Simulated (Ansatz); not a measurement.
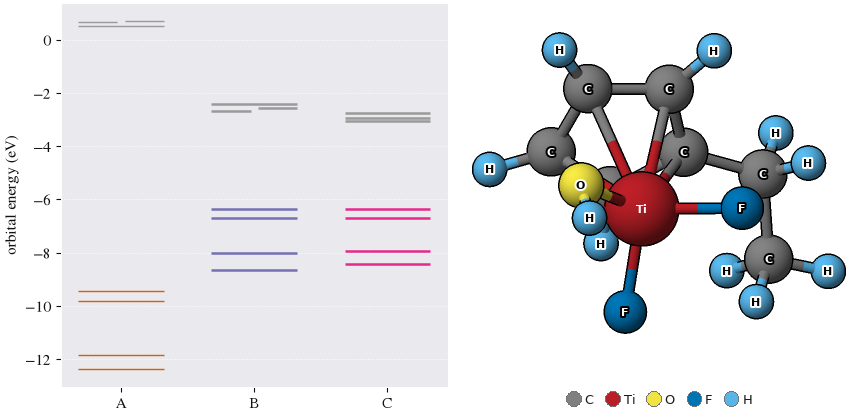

Frontier orbital energies of C₇H₁₀F₂OTi, SMILES CC[C@]12[C@@H]3[C@@H]4[C@@H]5[C@H]1[Ti]2345([OH])([F])[F], singlet at one geometry, def2-TZVPP, the Ansatz code 0.2.0, at a PBE0-D4/def2-TZVP geometry (no frequency check). Empty levels are grey, levels within 0.1 eV stand side by side; all columns show the same few orbitals around the gap.

### The columns come from LDA (SPW92), r2SCAN and ωB97X-V. Which is which?

A: ωB97X-V (HOMO −9.45, LUMO 0.51, separation 9.97 eV)
B: r2SCAN (HOMO −6.37, LUMO −2.67, separation 3.70 eV)
C: LDA (SPW92) (HOMO −6.37, LUMO −3.06, separation 3.31 eV)

Limits of at least one run: empty levels above zero depend strongly on the basis; one conformer of a flexible molecule.
